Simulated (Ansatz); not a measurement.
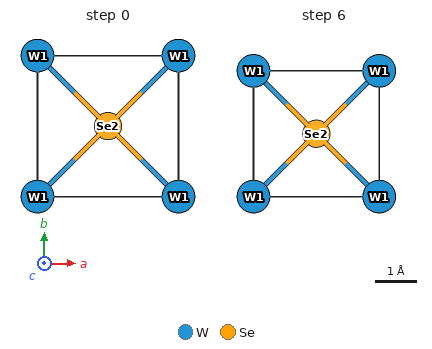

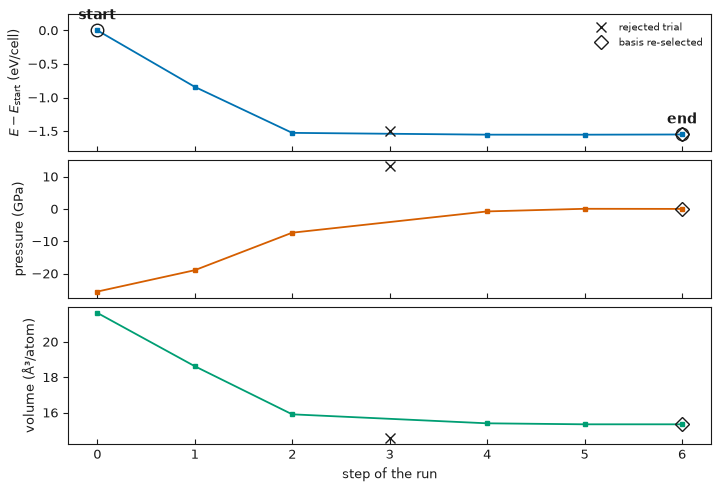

First and last geometry of a relaxation of solid WSe (built on the caesium chloride_221 type) (coarse preliminary run), with the history of the run. Style: ball-and-stick. Shown: the cell of the calculation, along the c axis.

Case: caesium chloride type (Pm-3m, No. 221).

The calculation used DFT r2SCAN, scalar-relativistic, plane waves, PAW (Ansatz 0.2.0).

The input:
```yaml
crystal:
  lattice:
    - [3.5107168453, 0.0, 0.0]
    - [0.0, 3.5107168453, 0.0]
    - [0.0, 0.0, 3.5107168453]
  atoms:
    - { symbol: W, position: [0.0, 0.0, 0.0], spin: 1.84 }
    - { symbol: Se, position: [0.5, 0.5, 0.5], spin: -0.19 }
basis:
  ecutwfc: 500
kpoints:
  mp_grid: { grid: [6, 6, 6] }
hamiltonian:
  xc: r2scan
scf:
  occupations: { method: gaussian, width: 0.1 }
  lower_state_search: "off"
output:
  forces: true
  stress: true
  eigenvalues: true
  populations: true
magnetization:
  spin_polarized: true
relax:
  adjacent_minimum: "off"
  f_tol: 0.04
  max_steps: 70
  cell: { stress_tol: 0.4 }
```

Run as
```bash
ansatz run input.yaml --threads 1 --pin off --max-ram 2560MiB --backend cpu --events-out ev --progress --plain --runs-dir out
```

### Read the history and describe the run.

It converged. The energy falls by 1.550 eV per cell of the calculation in 4 accepted moves (6 points after the start). All forces vanish by symmetry, so only the cell relaxes. Pressure: −25.57 GPa at the start and 0.02 GPa at the end. The line search rejected the trial step at point 3 of the run. The SCF was repeated once at an unchanged geometry on a basis and grid sized afresh for the cell, which shifted the energy by 3.0 meV per cell of the calculation at most. The atoms keep their places relative to the cell (all moves are under 0.005 Å). The drawn cell changes as follows: a = b = c 3.511 → 3.131 Å (−10.8 %); the volume changes by −29.1 %. Some distances before and after: W1–W1 3.511 → 3.131 Å, Se2–Se2 3.511 → 3.131 Å, W1–Se2 3.040 → 2.711 Å. The space group stays Pm-3m (No. 221). The program noted that the starting moments weren't kept. Cost: 29 s on 1 thread of Intel(R) Xeon(R) 6975P-C (Granite Rapids), with other jobs on the host, peak memory 0.46 GiB.
